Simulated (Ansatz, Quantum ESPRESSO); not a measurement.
# 1T-PbF2, 1 layer: response to a perpendicular field, part 4 of 6

How does 1T-PbF2, 1 layer respond to a gate-like field without added charge?

Quantum ESPRESSO 7.5; plane-wave DFT, vdW-DF-cx, GBRV ultrasoft pseudopotentials made under PBE; geometry and cross-check by Ansatz 0.2.0 with PAW datasets.

So far. Step 6 (Self-consistent run: field 0.1 V/Å): The dipole goes from -0.0000 to 0.0193 e Å, 0.1930 e Å per V/Å. Step 7 (Electrostatic potential): The slope in the vacuum is 0.100 eV/Å for an applied 0.10 V/Å, as it should be.

## 8. Self-consistent run: field 0.2 V/Å

Contents of f2.in:

```
&control
  prefix = 'f2'
  outdir = './out'
  pseudo_dir = './pseudo'
  calculation = 'scf'
  tprnfor = .true.
  tefield = .true.
  dipfield = .true.
/
&system
  ibrav = 0
  nat = 3
  ntyp = 2
  ecutwfc = 40
  ecutrho = 200
  input_dft = 'vdw-df-cx'
  occupations = 'smearing'
  smearing = 'fd'
  degauss = 0.004
  edir = 3
  emaxpos = 0.97
  eopreg = 0.04
  eamp = 0.00388938
/
&electrons
  conv_thr = 1e-09
  mixing_beta = 0.4
  electron_maxstep = 120
  mixing_mode = 'plain'
  startingpot = 'file'
/
ATOMIC_SPECIES
  F   18.9984  f_pbe_v1.4.uspp.F.UPF
  Pb  207.2000  pb_pbe_v1.uspp.F.UPF
CELL_PARAMETERS angstrom
  3.98434060467257 0.00000000000000 -0.00000000000000
  -1.99217030233629 3.45054018097630 -0.00000000000000
  -0.00000000000000 -0.00000000000000 19.35734462590000
ATOMIC_POSITIONS crystal
  F   0.666666666667 0.333333333333 0.448537859231
  Pb  -0.000000000000 -0.000000000000 0.499999372046
  F   0.333333333333 0.666666666667 0.551462768723
K_POINTS automatic
  12 12 1 0 0 0
```

Command:

```sh
> cp -r out/f0.save out/f2.save
> OMP_NUM_THREADS=1 mpirun -n 4 pw.x -nk 4 -in f2.in > f2.out
```

The log of the run:

```text
[banner, memory and clock lines left out]
Program PWSCF v.7.5 starts
[...]
number of electrons       =        28.00
     number of Kohn-Sham states=           18
     kinetic-energy cutoff     =      40.0000  Ry
     charge density cutoff     =     200.0000  Ry
[...]
number of k points=    74  Fermi-Dirac smearing, width (Ry)=  0.0040
[...]
Dense  grid:    85629 G-vectors     FFT dimensions: (  36,  36, 180)
[...]
The initial density is read from file :
[...]
negative rho (up, down):  1.841E-02 0.000E+00
[...]
Starting wfcs are   17 randomized atomic wfcs +    1 random wfcs
[...]
negative rho (up, down):  1.831E-02 0.000E+00
[...]
estimated scf accuracy    <       0.00302322 Ry
[...]
negative rho (up, down):  1.827E-02 0.000E+00
[...]
estimated scf accuracy    <       0.00186280 Ry
[...]
negative rho (up, down):  1.825E-02 0.000E+00
[...]
estimated scf accuracy    <       0.00000998 Ry
[...]
negative rho (up, down):  1.832E-02 0.000E+00
[...]
estimated scf accuracy    <       0.00000220 Ry
[...]
negative rho (up, down):  1.838E-02 0.000E+00
[...]
estimated scf accuracy    <       0.00000042 Ry
[...]
negative rho (up, down):  1.840E-02 0.000E+00
[...]
estimated scf accuracy    <       0.00000004 Ry
[...]
negative rho (up, down):  1.841E-02 0.000E+00
[...]
estimated scf accuracy    <       0.00000001 Ry
[...]
negative rho (up, down):  1.841E-02 0.000E+00
[...]
estimated scf accuracy    <          1.2E-09 Ry
[...]
negative rho (up, down):  1.841E-02 0.000E+00
[...]
Computed dipole along edir(3) :
        Dipole                0.0729 Ry au,          0.1853 Debye
        Dipole field          0.0005 Ry au,
        E field amplitude [Ha a.u.]:  3.8894E-03
        Potential amp.        0.2373 Ry
        Total length         35.1169 bohr
[...]
the Fermi energy is    -2.6658 ev
!    total energy              =    -261.05038058 Ry
     estimated scf accuracy    <          1.6E-10 Ry
     smearing contrib. (-TS)   =      -0.00000000 Ry
     internal energy E=F+TS    =    -261.05038058 Ry
[...]
one-electron contribution =    -966.00476173 Ry
     hartree contribution      =     492.42656025 Ry
     xc contribution           =     -81.50615980 Ry
     ewald contribution        =     294.03451068 Ry
     electric field correction =      -0.00052999 Ry
     convergence has been achieved in   9 iterations
     negative rho (up, down):  1.841E-02 0.000E+00
[...]
Total force =     0.008827     Total SCF correction =     0.000070
[...]
```

The job ended after 1.9 min (4 MPI ranks of Arm Neoverse N1, shared host; peak memory 1.2 GiB; 7.5 min of CPU time).

Read from the output:

| Item | Value |
| --- | --- |
| free energy | -3551.7714 eV |
| Fermi energy | -2.666 eV |
| dipole along the normal | 0.03858 e·Å |
| valence top, on the run's zero | -4.653 eV |
| conduction bottom, on the run's zero | -1.198 eV |
| gap by band count | 3.455 eV |

The dipole goes from -0.0000 to 0.0386 e Å, 0.1929 e Å per V/Å.

## 9. Potential by pp.x

Contents of f2.pot.in:

```
&inputpp
  prefix = 'f2'
  outdir = './out'
  filplot = 'f2.pot.dat'
  plot_num = 11
/
```

Command:

```sh
> OMP_NUM_THREADS=1 mpirun -n 4 pp.x -in f2.pot.in > f2.pot.out
```

The job ended after 31 s (4 MPI ranks; peak memory 0.2 GiB).

This step gave:

```
slope of the potential above                                          : 0.2000 eV/Å
upper vacuum line continued to the top atoms, over the valence top    : 7.063 eV
slope of the potential below                                          : 0.2000 eV/Å
lower vacuum line continued to the bottom atoms, over the valence top : 7.172 eV
```

The slope in the vacuum is 0.200 eV/Å for an applied 0.20 V/Å, as it should be.

## 10. Band structure: field 0.2 V/Å

Contents of f2.bands.in:

```
&control
  prefix = 'f2.bands'
  outdir = './out'
  pseudo_dir = './pseudo'
  calculation = 'bands'
  tefield = .true.
  dipfield = .true.
/
&system
  ibrav = 0
  nat = 3
  ntyp = 2
  ecutwfc = 40
  ecutrho = 200
  input_dft = 'vdw-df-cx'
  occupations = 'smearing'
  smearing = 'fd'
  degauss = 0.004
  edir = 3
  emaxpos = 0.97
  eopreg = 0.04
  eamp = 0.00388938
  nbnd = 20
/
&electrons
  conv_thr = 1e-07
  mixing_beta = 0.4
  electron_maxstep = 120
  mixing_mode = 'local-TF'
/
ATOMIC_SPECIES
  F   18.9984  f_pbe_v1.4.uspp.F.UPF
  Pb  207.2000  pb_pbe_v1.uspp.F.UPF
CELL_PARAMETERS angstrom
  3.98434060467257 0.00000000000000 -0.00000000000000
  -1.99217030233629 3.45054018097630 -0.00000000000000
  -0.00000000000000 -0.00000000000000 19.35734462590000
ATOMIC_POSITIONS crystal
  F   0.666666666667 0.333333333333 0.448537859231
  Pb  -0.000000000000 -0.000000000000 0.499999372046
  F   0.333333333333 0.666666666667 0.551462768723
K_POINTS crystal_b
4
  0.0000000000 0.0000000000 0.0000000000 14
  0.5000000000 0.0000000000 0.0000000000 14
  0.3333333333 0.3333333333 0.0000000000 14
  0.0000000000 0.0000000000 0.0000000000 1
```

Command:

```sh
> cp -r out/f2.save out/f2.bands.save
> cp out/f2.xml out/f2.bands.xml
> OMP_NUM_THREADS=1 mpirun -n 4 pw.x -nk 4 -in f2.bands.in > f2.bands.out
```

The log of the run:

```text
[banner, memory and clock lines left out]
Program PWSCF v.7.5 starts
[citation notice left out]

[...]
bravais-lattice index     =            0
     lattice parameter (alat)  =       7.5293  a.u.
     unit-cell volume          =    1795.9156 (a.u.)^3
     number of atoms/cell      =            3
     number of atomic types    =            2
     number of electrons       =        28.00
     number of Kohn-Sham states=           20
     kinetic-energy cutoff     =      40.0000  Ry
     charge density cutoff     =     200.0000  Ry
     Exchange-correlation= VDW-DF-CX
                           (   1   4  27   0   1   0   0)

[...]
PseudoPot. # 1 for F  read from file:
     ./pseudo/f_pbe_v1.4.uspp.F.UPF
     Pseudo is Ultrasoft, Zval =  7.0
     Generated by new atomic code, or converted to UPF format
     Using radial grid of  799 points,  4 beta functions with:
                l(1) =   0
                l(2) =   0
                l(3) =   1
                l(4) =   1
     Q(r) pseudized with  8 coefficients,  rinner =    0.950   0.950   0.950

     PseudoPot. # 2 for Pb read from file:
     ./pseudo/pb_pbe_v1.uspp.F.UPF
     Pseudo is Ultrasoft + core correction, Zval = 14.0
     Generated by new atomic code, or converted to UPF format
     Using radial grid of  899 points,  6 beta functions with:
                l(1) =   0
                l(2) =   0
                l(3) =   1
                l(4) =   1
                l(5) =   2
                l(6) =   2
     Q(r) pseudized with  6 coefficients,  rinner =    1.000   1.000   1.000
                                                       1.000   1.000

     atomic species   valence    mass     pseudopotential
     F                 7.00    18.99840     F ( 1.00)
     Pb               14.00   207.20000     Pb( 1.00)

     No symmetry found

[...]
number of k points=    43  Fermi-Dirac smearing, width (Ry)=  0.0040
[...]
Dense  grid:    85629 G-vectors     FFT dimensions: (  36,  36, 180)

     Smooth grid:    61323 G-vectors     FFT dimensions: (  32,  32, 150)

     Check: negative core charge=   -0.000004

     The potential is recalculated from file :
     ./out/f2.bands.save/charge-density

     negative rho (up, down):  1.841E-02 0.000E+00

     %%%%%%%%%%%%%%%%%%%%%%%%%%%%%%%%%%%%%%%%%%%%%%%%%%%%%%%%%%%%%%%%%%%%%%%%
     %                                                                      %
     % You are using vdW-DF, which was implemented by the Thonhauser group. %
     % possible and the two reviews that describe the various versions:     %
     %                                                                      %
     %                                                                      %
     % If you are calculating stress with vdW-DF, please also cite:         %
     %                                                                      %
     %                                                                      %
     %%%%%%%%%%%%%%%%%%%%%%%%%%%%%%%%%%%%%%%%%%%%%%%%%%%%%%%%%%%%%%%%%%%%%%%%

     %%%%%%%%%%%%%%%%%%%%%%%%%%%%%%%%%%%%%%%%%%%%%%%%%%%%%%%%%%%%%%%%%%%%%%%%
     %                                                                      %
     %  vdW-DF NEWS:                                                        %
     %                                                                      %
     %  * vdW-DF3 is now available. DOI: 10.1021/acs.jctc.0c00471           %
     %    use with input_dft = 'vdW-DF3-opt1' or 'vdW-DF3-opt2'             %
     %                                                                      %
     %  * Unscreened and range-separated hybrid vdW-DF-cx functionals       %
     %    DOI: 10.1063/1.4986522 and 10.1088/1361-648X/ac2ad2               %
     %    use with input_dft = 'vdW-DF-cx0'    and 'vdW-DF-ahcx'            %
     %  * Unscreened and range-separated hybrid vdW-DF2-b86r functionals    %
     %    DOI: 10.1063/1.4986522 and DOI: 10.1103/PhysRevX.12.041003        %
     %    use with input_dft = 'vdW-DF2-br0' and 'vdW-DF2-ahbr'             %
     %                                                                      %
     %%%%%%%%%%%%%%%%%%%%%%%%%%%%%%%%%%%%%%%%%%%%%%%%%%%%%%%%%%%%%%%%%%%%%%%%

     Adding external electric field

     Computed dipole along edir(3) :
        Dipole                0.0729 Ry au,          0.1853 Debye
        Dipole field          0.0005 Ry au,

        E field amplitude [Ha a.u.]:  3.8894E-03
        Potential amp.        0.2373 Ry
        Total length         35.1169 bohr

     Starting wfcs are   17 randomized atomic wfcs +    3 random wfcs

     Band Structure Calculation
     Davidson diagonalization with overlap

     ethr =  3.57E-10,  avg # of iterations = 59.7

     End of band structure calculation

          k = 0.0000 0.0000 0.0000 (  7663 PWs)   bands (ev):

   -25.4476 -25.0964 -19.5204 -19.4798 -19.4798 -19.4418 -19.4418 -10.3188
    -6.9435  -6.9435  -6.7493  -6.7493  -6.4372  -5.9970  -1.1981   0.6292
     1.5269   2.1033   2.8364   2.8364

          k = 0.0357 0.0206 0.0000 (  7681 PWs)   bands (ev):

   -25.4458 -25.0978 -19.5202 -19.4798 -19.4779 -19.4411 -19.4408 -10.3298
    -6.9647  -6.9627  -6.7456  -6.7340  -6.4296  -5.9813  -1.1798   0.6445
     1.5360   2.1118   2.7872   2.8431

[...]
```

The job ended after 85 s (4 MPI ranks; peak memory 0.36 GiB; 5.6 min of CPU time).

Band numbers count within the set of bands kept for display. The electronic bands at the labelled points (eV, zero at the highest filled level of the SCF mesh; v1 is the highest filled band, c1 the lowest empty one):

```tsv
point	v4	v3	v2	v1	c1	c2	c3	c4
Γ	-2.10	-2.10	-1.78	-1.34	3.45	5.28	6.18	6.76
M	-1.94	-1.81	-1.68	-0.16	4.51	5.68	7.96	8.28
K	-2.44	-1.67	-1.61	0.00	5.44	6.17	6.17	9.22
Γ	-2.10	-2.10	-1.78	-1.34	3.45	5.28	6.18	6.76
```

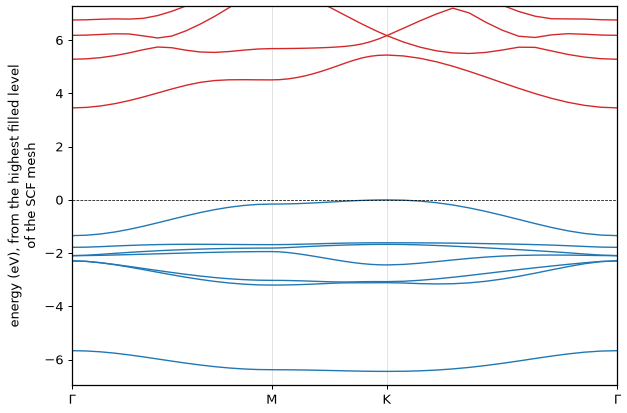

Electronic bands along the path; lines of filled and empty bands in two colours.

Upper empty bands that drop with the field can be states of the vacuum, held by the sawtooth; they depend on the cell's width.

Along this path the valence top lies at K and the conduction bottom at Γ.

## 11. Ground state: field 0.4 V/Å

f3.in is the input of step 8 with these lines changed:

```diff
@@ -1,3 +1,3 @@
 &control
-  prefix = 'f2'
+  prefix = 'f3'
   outdir = './out'
@@ -22,3 +22,3 @@
   eopreg = 0.04
-  eamp = 0.00388938
+  eamp = 0.00777876
 /
```

Command:

```sh
> cp -r out/f0.save out/f3.save
> OMP_NUM_THREADS=1 mpirun -n 4 pw.x -nk 4 -in f3.in > f3.out
```

The log of the run:

```text
[banner, memory and clock lines left out]
Program PWSCF v.7.5 starts
[...]
number of electrons       =        28.00
     number of Kohn-Sham states=           18
     kinetic-energy cutoff     =      40.0000  Ry
     charge density cutoff     =     200.0000  Ry
[...]
number of k points=    74  Fermi-Dirac smearing, width (Ry)=  0.0040
[...]
Dense  grid:    85629 G-vectors     FFT dimensions: (  36,  36, 180)
[...]
The initial density is read from file :
[...]
negative rho (up, down):  1.841E-02 0.000E+00
[...]
Starting wfcs are   17 randomized atomic wfcs +    1 random wfcs
[...]
negative rho (up, down):  1.830E-02 0.000E+00
[...]
estimated scf accuracy    <       0.01220786 Ry
[...]
negative rho (up, down):  1.827E-02 0.000E+00
[...]
estimated scf accuracy    <       0.00752299 Ry
[...]
negative rho (up, down):  1.824E-02 0.000E+00
[...]
estimated scf accuracy    <       0.00003550 Ry
[...]
negative rho (up, down):  1.833E-02 0.000E+00
[...]
estimated scf accuracy    <       0.00000678 Ry
[...]
negative rho (up, down):  1.837E-02 0.000E+00
[...]
estimated scf accuracy    <       0.00000052 Ry
[...]
negative rho (up, down):  1.838E-02 0.000E+00
[...]
estimated scf accuracy    <       0.00000012 Ry
[...]
negative rho (up, down):  1.841E-02 0.000E+00
[...]
estimated scf accuracy    <       0.00000003 Ry
[...]
negative rho (up, down):  1.841E-02 0.000E+00
[...]
estimated scf accuracy    <          8.2E-09 Ry
[...]
negative rho (up, down):  1.841E-02 0.000E+00
[...]
Computed dipole along edir(3) :
        Dipole                0.1460 Ry au,          0.3710 Debye
        Dipole field          0.0010 Ry au,
        E field amplitude [Ha a.u.]:  7.7788E-03
        Potential amp.        0.4746 Ry
        Total length         35.1169 bohr
[...]
the Fermi energy is    -3.2146 ev
!    total energy              =    -261.05123201 Ry
     estimated scf accuracy    <          5.6E-11 Ry
     smearing contrib. (-TS)   =      -0.00000000 Ry
     internal energy E=F+TS    =    -261.05123201 Ry
[...]
one-electron contribution =    -965.99673640 Ry
     hartree contribution      =     492.41884783 Ry
     xc contribution           =     -81.50573232 Ry
     ewald contribution        =     294.03451068 Ry
     electric field correction =      -0.00212180 Ry
     convergence has been achieved in   9 iterations
     negative rho (up, down):  1.841E-02 0.000E+00
[...]
Total force =     0.014612     Total SCF correction =     0.000029
[...]
```

It took 1.9 min on 4 MPI ranks; peak memory 1.1 GiB; 7.5 min of CPU time.

Read from the output:

```
free energy                          : -3551.7830 eV
Fermi energy                         : -3.215 eV
dipole along the normal              : 0.07724 e·Å
valence top, on the run's zero       : -4.622 eV
conduction bottom, on the run's zero : -1.193 eV
gap by band count                    : 3.429 eV
```

The dipole goes from -0.0000 to 0.0772 e Å, 0.1931 e Å per V/Å.

## 12. Potential by pp.x

Contents of f3.pot.in:

```
&inputpp
  prefix = 'f3'
  outdir = './out'
  filplot = 'f3.pot.dat'
  plot_num = 11
/
```

Command:

```sh
> OMP_NUM_THREADS=1 mpirun -n 4 pp.x -in f3.pot.in > f3.pot.out
```

The job ended after 31 s (4 MPI ranks; peak memory 0.2 GiB; 2.1 min of CPU time).

Numbers from this step:

| Property | Result |
| --- | --- |
| slope of the potential above | 0.4000 eV/Å |
| upper vacuum line continued to the top atoms, over the valence top | 7.011 eV |
| slope of the potential below | 0.4000 eV/Å |
| lower vacuum line continued to the bottom atoms, over the valence top | 7.231 eV |

The slope in the vacuum is 0.400 eV/Å for an applied 0.40 V/Å, as it should be.

Each curve counts from the valence top of its own run.

The runs together. Table of potential energy by z:

```tsv
z (Å)	potential at 0 V/Å (eV)	potential at 0.1 V/Å (eV)	potential at 0.2 V/Å (eV)	potential at 0.4 V/Å (eV)
0	7.12	6.70	6.28	5.44
2	7.12	6.48	5.84	4.56
4	7.12	6.68	6.24	5.36
6	7.11	6.87	6.63	6.16
8	5.81	5.75	5.70	5.58
10	-7.49	-7.49	-7.48	-7.47
12	6.98	7.09	7.20	7.42
14	7.12	7.42	7.73	8.34
16	7.12	7.62	8.13	9.14
18	7.12	7.82	8.53	9.94
```

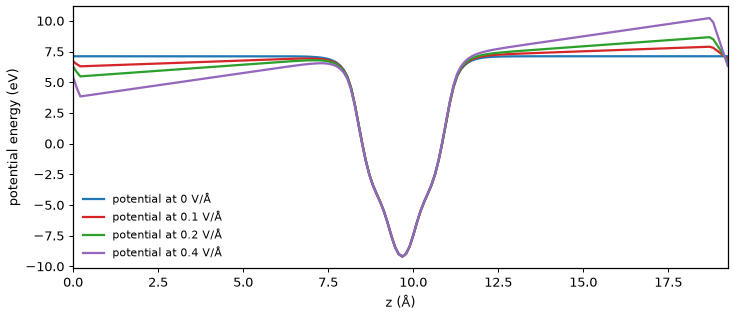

Potential energy against z.

(Part 4 of 6 ends here.)

[Logs are printed without paths, hosts, clocks, repeated set-up lines and the standing remarks that a program may print on its own settings, such as how far it seeks lower states.]

[Hosts, paths, dates, database ids (printed as entryN), source tags and the programs' standing remarks are cut or masked in the printed files.]

[Maps of the electrostatic potential energy from Ansatz leave out the sawtooth potential of an applied field or a dipole correction, so their vacuum need not be flat; planar profiles and work functions include it.]
